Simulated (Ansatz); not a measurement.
SnGe$_{2}$N$_{2}$

```yaml
crystal:
  lattice:
    - [3.09693, 0.00000, 0.00000]
    - [-1.54847, 2.68202, 0.00000]
    - [0.00000, 0.00000, 14.32625]
  atoms:
    - { symbol: Sn, position: [0.00000, 0.00000, 0.00000] }
    - { symbol: Ge, position: [0.33333, 0.66667, 0.58944] }
    - { symbol: Ge, position: [0.33333, 0.66667, 0.41056] }
    - { symbol: N, position: [0.66667, 0.33333, 0.63457] }
    - { symbol: N, position: [0.66667, 0.33333, 0.36543] }
```

Space group P-6m2; a generated structure, not necessarily the stable one; changed on purpose from its base cell (volume × 1.10, shape and atoms relaxed).

Computed with DFT PBE, scalar-relativistic, plane waves, PAW (Ansatz).

What will maps of the valence pseudo-density and electron localisation function show?

Ge–N (1.90 Å): ρ is about 0.87 e/Å³ halfway; the ELF peaks at about 0.85 in the valence shell of N, 0.7 Å from its nucleus, and is about 0.60 at the midpoint.

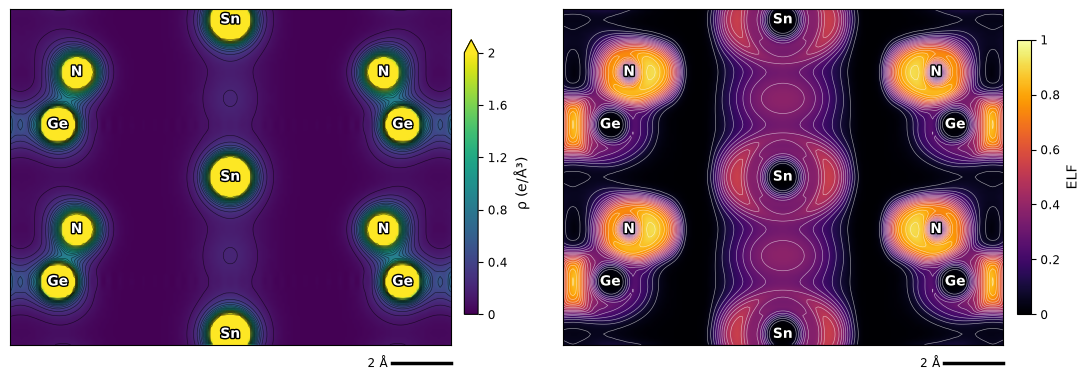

Computed valence pseudo-density and electron localisation function on the (110) plane of the conventional cell, in this order. 
